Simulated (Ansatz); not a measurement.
The figure comes from a scan of AlN (wurtzite): one Al atom of a 4-atom cell moves by s along Cartesian z, with its periodic images. Calculation: PBE (plane waves to 420 eV, PAW, scalar-relativistic; Ansatz, a quantum-chemistry and plane-wave program). k mesh 10×10×6 (Γ-centred), Fermi-Dirac smearing 0.05 eV. Energies are smeared free energies. AlN was relaxed with its symmetry unable to fall. The zero of ΔE is the undisplaced structure.

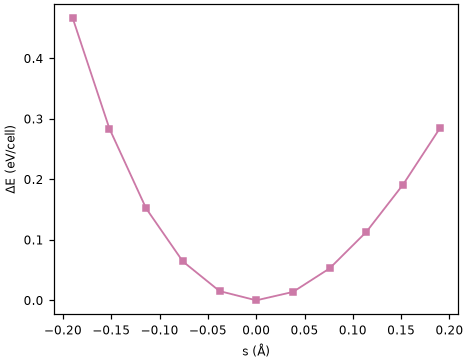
ΔE (eV/cell) against s (Å); markers are the computed points, lines only join them.

### Question
Turn the plot into a table (rounded to what can be read).

### Answer
To the nearest 0.01:

```tsv
s (Å)	ΔE (eV/cell)
-0.190	0.47
-0.152	0.28
-0.114	0.15
-0.076	0.06
-0.038	0.02
0.000	0.00
0.038	0.01
0.076	0.05
0.114	0.11
0.152	0.19
0.190	0.28
```

(For displaced atoms, the force is minus the slope of the energy, and its curvature is a force constant, which sets phonon frequencies.)
